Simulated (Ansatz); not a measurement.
# GaH3 (triplet): one geometry, many settings at scale of all distances = 1.320

What do other methods and options give for GaH3 (triplet) at this geometry, and how long do they take?

Program: Ansatz 0.2.0, Gaussian basis. Level of theory: the settings change from run to run. These are calculated values, not measurements.

13 further runs of the same task are left out: 10 that didn't finish, 3 set aside as unsound or not needed.

## (1) The system

The geometry derives from a PBE0/def2-TZVP stationary point (not a proven minimum). All distances are scaled together. No spin-orbit coupling is included. The filled d shell of Ga may be among the frozen orbitals whatever the setting's name suggests; the logs give the count.

4 atoms, charge 0, spin multiplicity 3.

Atoms are counted from 1 here; the program's logs count them from 0.

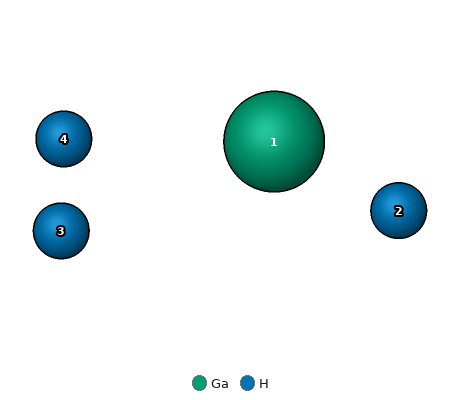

The geometry (gallium teal, hydrogen blue); atoms are numbered from 1 in the order of the file.

## (2) CCSD on UHF/def2-SVPD

in.yaml

```yaml
crystal:
  periodic: [false, false, false]
  atoms:
    - {symbol: Ga, position_ang: [0.000000, 0.036598, -0.060317]}
    - {symbol: H, position_ang: [0.000000, -1.950431, -0.714744]}
    - {symbol: H, position_ang: [0.535152, -0.290608, 2.443559]}
    - {symbol: H, position_ang: [-0.535152, -0.290608, 2.443559]}
basis:
  gaussian: {orbitals: def2-SVPD}
magnetization: {spin_polarized: true, initial_magnetization: 2}
correlation: {method: ccsd, electrons: outside_noble_gas}
accuracy: high
scf: {omitted_lower_state_checks: [cluster_reference]}
```

Run with:

```console
> ansatz run in.yaml --threads 1 --pin off --events-out ev --progress --plain --max-ram 2393MiB
```

What it wrote (excerpt; [...] marks lines left out):

```text
Functional definition: HF
  name "HF"
  cite "Fock, Z. Phys. 61, 126 (1930) doi:10.1007/BF01340294"
  parent pbe
[...]
1177 factors; integrals over basis functions are off by at most 4.5e-9 eV
[...]
mean field -52370.17970104 eV, -1924.5686062305 hartree, gradient 1.6e-8 eV, S^2 2.083000; 3 other end points of the search recorded, 0 dependent functions left out
14 core orbitals not correlated: weight in the atoms' cores, before any rotation towards them, 1.000 or more for the frozen orbitals, at most 0.000 for the correlated occupied ones
reference -52370.17970104 eV, -1924.5686062305 hartree; 4, 2 occupied and 44, 46 virtual orbitals, 1177 factors
second order -1.84562512 eV of doubles, -0.00000000 eV of singles
cycle   1  -2.31570804 eV  change   -4.7e-1 eV  update   7.4e-2
[...]
cycle  28  -2.66926312 eV  change   1.5e-11 eV  update  4.7e-10
Total energy: -52372.84896416 eV, -1924.6666998408 hartree
Checks for a lower state left out: cluster_reference
```

Wall time 2.6 s (1 thread of Arm Neoverse V2, shared host).

From the report: ⟨S²⟩ of the determinant 2.083 (pure triplet: 2.00); correlation -2.6693 eV; T1 0.032; largest double amplitude 0.07.

## (3) HF/aug-cc-pVDZ

in.yaml

```yaml
crystal:
  periodic: [false, false, false]
  atoms:
    - {symbol: Ga, position_ang: [0.000000, 0.036598, -0.060317]}
    - {symbol: H, position_ang: [0.000000, -1.950431, -0.714744]}
    - {symbol: H, position_ang: [0.535152, -0.290608, 2.443559]}
    - {symbol: H, position_ang: [-0.535152, -0.290608, 2.443559]}
basis:
  gaussian: {orbitals: aug-cc-pVDZ}
magnetization: {spin_polarized: false, initial_magnetization: 2}
hamiltonian: {xc: hf}
accuracy: high
output: {forces: true, orbitals: {seedname: orbitals}}
```

Launched as before.

What it wrote (excerpt; [...] marks lines left out):

```text
Functional definition: HF
  name "HF"
  cite "Fock, Z. Phys. 61, 126 (1930) doi:10.1007/BF01340294"
  parent pbe
[...]
1249 factors; integrals over basis functions are off by at most 4.6e-9 eV
[...]
mean field -52375.79261306 eV, -1924.7748769428 hartree, gradient 3.8e-8 eV, S^2 2.000000; 2 other end points of the search recorded, 0 dependent functions left out
[...]
reference -52375.79261306 eV, -1924.7748769428 hartree; 18, 16 occupied and 45, 47 virtual orbitals, 1249 factors
Total energy: -52375.79261306 eV, -1924.7748769428 hartree
Atom 0 at     0.000000     0.036598    -0.060317 Å, force     0.000000    -0.253407    -0.135750 eV/Å
Atom 1 at     0.000000    -1.950431    -0.714744 Å, force     0.000000     0.276217     0.116555 eV/Å
Atom 2 at     0.535152    -0.290608     2.443559 Å, force    -4.704424    -0.011405     0.009598 eV/Å
Atom 3 at    -0.535152    -0.290608     2.443559 Å, force     4.704424    -0.011405     0.009598 eV/Å
Dipole moment:    -0.000000    -0.006427     0.023425 e Å
```

Run time: 2.6 s. Hardware: 1 thread of Arm Neoverse V2, shared host.

## (4) CCSD on UHF/cc-pVDZ

in.yaml

```yaml
crystal:
  periodic: [false, false, false]
  atoms:
    - {symbol: Ga, position_ang: [0.000000, 0.036598, -0.060317]}
    - {symbol: H, position_ang: [0.000000, -1.950431, -0.714744]}
    - {symbol: H, position_ang: [0.535152, -0.290608, 2.443559]}
    - {symbol: H, position_ang: [-0.535152, -0.290608, 2.443559]}
basis:
  gaussian: {orbitals: cc-pVDZ}
magnetization: {spin_polarized: true, initial_magnetization: 2}
correlation: {method: ccsd, electrons: valence, diis_vectors: 12}
output: {forces: true}
```

Same command.

What it wrote (excerpt; [...] marks lines left out):

```text
Functional definition: HF
  name "HF"
  cite "Fock, Z. Phys. 61, 126 (1930) doi:10.1007/BF01340294"
  parent pbe
[...]
453 factors; integrals over basis functions are off by at most 1.2e-3 eV
[...]
mean field -52376.05146339 eV, -1924.7843895168 hartree, gradient 2.0e-6 eV, S^2 2.079510; 5 other end points of the search recorded, 0 dependent functions left out
determinant -52376.05146339 eV, -1924.7843895168 hartree, with singles and doubles -52379.07194489 eV, -1924.8953901647 hartree
determinant -52375.05253842 eV, -1924.7476797011 hartree, with singles and doubles -52378.16804402 eV, -1924.8621724202 hartree
determinant -52373.93739937 eV, -1924.7066990969 hartree, with singles and doubles -52376.95010266 eV, -1924.8174139007 hartree
9 core orbitals not correlated: weight in the atoms' cores, before any rotation towards them, 1.000 or more for the frozen orbitals, at most 0.000 for the correlated occupied ones
reference -52376.05146339 eV, -1924.7843895168 hartree; 9, 7 occupied and 24, 26 virtual orbitals, 453 factors
second order -2.19232356 eV of doubles, -0.00000000 eV of singles
cycle   1  -3.02023611 eV  change    2.5e-4 eV  update   2.1e-3
[...]
cycle  11  -3.02162784 eV  change   -5.4e-7 eV  update   3.2e-7
[...]
Total energy: -52379.07309123 eV, -1924.8954322918 hartree
Atom 0 at     0.000000     0.036598    -0.060317 Å, force    -0.000000    -1.155894    -0.184113 eV/Å
Atom 1 at     0.000000    -1.950431    -0.714744 Å, force     0.000000     1.143503     0.395868 eV/Å
Atom 2 at     0.535152    -0.290608     2.443559 Å, force    -4.064733     0.006195    -0.105878 eV/Å
Atom 3 at    -0.535152    -0.290608     2.443559 Å, force     4.064733     0.006195    -0.105878 eV/Å
Dipole moment:     0.000000     0.057919     0.066881 e Å
```

Run time: 3.5 s. Hardware: 1 thread of Arm Neoverse V2, shared host.

From the report: ⟨S²⟩ of the determinant 2.080 (pure triplet: 2.00); correlation -3.0216 eV; T1 0.018; largest double amplitude 0.11.

## (5) CCSD on UHF/cc-pVDZ

Changes to in.yaml since step 4:

```diff
@@ -10,3 +10,2 @@
 magnetization: {spin_polarized: true, initial_magnetization: 2}
-correlation: {method: ccsd, electrons: valence, diis_vectors: 12}
-output: {forces: true}
+correlation: {method: ccsd, electrons: outside_noble_gas}
```

Same command.

What it wrote (excerpt; [...] marks lines left out):

```text
Functional definition: HF
  name "HF"
  cite "Fock, Z. Phys. 61, 126 (1930) doi:10.1007/BF01340294"
  parent pbe
[...]
453 factors; integrals over basis functions are off by at most 1.2e-3 eV
[...]
mean field -52376.05146339 eV, -1924.7843895168 hartree, gradient 2.0e-6 eV, S^2 2.079510; 5 other end points of the search recorded, 0 dependent functions left out
determinant -52376.05146339 eV, -1924.7843895168 hartree, with singles and doubles -52378.61466669 eV, -1924.8785855008 hartree
determinant -52375.05253842 eV, -1924.7476797011 hartree, with singles and doubles -52377.70351240 eV, -1924.8451011981 hartree
determinant -52373.93739937 eV, -1924.7066990969 hartree, with singles and doubles -52376.48246041 eV, -1924.8002283650 hartree
14 core orbitals not correlated: weight in the atoms' cores, before any rotation towards them, 1.000 or more for the frozen orbitals, at most 0.000 for the correlated occupied ones
reference -52376.05146339 eV, -1924.7843895168 hartree; 4, 2 occupied and 24, 26 virtual orbitals, 453 factors
second order -1.75369315 eV of doubles, -0.00000000 eV of singles
cycle   1  -2.56352364 eV  change   -3.2e-4 eV  update   2.0e-3
[...]
cycle   8  -2.56547211 eV  change   -3.3e-6 eV  update   3.1e-6
Total energy: -52378.61693550 eV, -1924.8786688778 hartree
```

It took 1.5 s on 1 thread of Arm Neoverse V2, shared host.

From the report: ⟨S²⟩ of the determinant 2.080 (pure triplet: 2.00); correlation -2.5655 eV; T1 0.029; largest double amplitude 0.11.

## (6) CCSD(T)/def2-SVPD

Changes to in.yaml since step 5:

```diff
@@ -8,4 +8,8 @@
 basis:
-  gaussian: {orbitals: cc-pVDZ}
-magnetization: {spin_polarized: true, initial_magnetization: 2}
-correlation: {method: ccsd, electrons: outside_noble_gas}
+  gaussian: {orbitals: def2-SVPD}
+magnetization: {spin_polarized: false, initial_magnetization: 2}
+hamiltonian: {xc: {name: PBE0}}
+correlation: {method: ccsd_t, electrons: valence}
+accuracy: high
+scf: {lower_state_search: light}
+output: {forces: true}
```

Launched as before.

What it wrote (excerpt; [...] marks lines left out):

```text
Functional definition: PBE0
  name "PBE0"
  cite "Adamo & Barone, J. Chem. Phys. 110, 6158 (1999) doi:10.1063/1.478522"
  cite "Perdew, Burke & Ernzerhof, Phys. Rev. Lett. 77, 3865 (1996) doi:10.1103/PhysRevLett.77.3865"
  parent pbe
[...]
1177 factors; integrals over basis functions are off by at most 4.5e-9 eV
[...]
mean field -52407.97267024 eV, -1925.9574722317 hartree, gradient 2.7e-8 eV, S^2 2.000000; 2 other end points of the search recorded, 0 dependent functions left out
[...]
9 core orbitals not correlated: weight in the atoms' cores, before any rotation towards them, 1.000 or more for the frozen orbitals, at most 0.000 for the correlated occupied ones
reference -52369.49783235 eV, -1924.5435480184 hartree; 9, 7 occupied and 44, 46 virtual orbitals, 1177 factors
second order -6.35823662 eV of doubles, -0.43678034 eV of singles
cycle   1  -6.39140646 eV  change    3.9e-1 eV  update   9.7e-2
[...]
cycle  26  -6.87696752 eV  change  -9.8e-10 eV  update   1.2e-9
perturbative correction -0.24935442 eV, -0.0091636059 hartree
[...]
Total energy: -52376.62415429 eV, -1924.8054355193 hartree
Atom 0 at     0.000000     0.036598    -0.060317 Å, force    -0.000000    -1.203141    -0.142967 eV/Å
Atom 1 at     0.000000    -1.950431    -0.714744 Å, force    -0.000000     1.185160     0.411971 eV/Å
Atom 2 at     0.535152    -0.290608     2.443559 Å, force    -3.918233     0.008990    -0.134502 eV/Å
Atom 3 at    -0.535152    -0.290608     2.443559 Å, force     3.918233     0.008990    -0.134502 eV/Å
Dipole moment:    -0.000000     0.084226     0.026409 e Å
```

Run time: 41 s. Hardware: 1 thread of Arm Neoverse V2, shared host; peak memory 0.47 GiB.

From the report: correlation -7.1263 eV; T1 0.028; largest double amplitude 0.08. The orbitals are Kohn-Sham ones, so correlation energy and T1 don't compare with those on Hartree-Fock orbitals.

## (7) The runs in one table

Where basis and cores are those of an earlier FCI/cc-pVDZ run (-52378.6687 eV), and the state is the same kind, the miss against it is given.

| level | correlated | functions | energy (eV) | from FCI (meV) | time |
| --- | --- | --- | --- | --- | --- |
| CCSD on UHF/def2-SVPD | outside noble gas | 62 | -52372.8490 |  | 2.6 s |
| HF/aug-cc-pVDZ |  | 63 | -52375.7926 |  | 2.6 s |
| CCSD on UHF/cc-pVDZ | valence | 42 | -52379.0731 |  | 3.5 s |
| CCSD on UHF/cc-pVDZ | outside noble gas | 42 | -52378.6169 | 51.8 | 1.5 s |
| CCSD(T)/def2-SVPD (on PBE0 orbitals) | valence | 62 | -52376.6242 |  | 41 s |

## (8) Summary of results

| quantity | value |
| --- | --- |
| runs | 5 |
| quickest | CCSD on UHF/cc-pVDZ, 1.5 s |
| slowest | CCSD(T)/def2-SVPD (on PBE0 orbitals), 41 s |

**Reading.** Total energies in different bases, with other cores or another treatment of relativity can't be set against each other. CCSD(T)/def2-SVPD (on PBE0 orbitals) took 27 times as long as CCSD on UHF/cc-pVDZ; the jobs differ in more than the method.
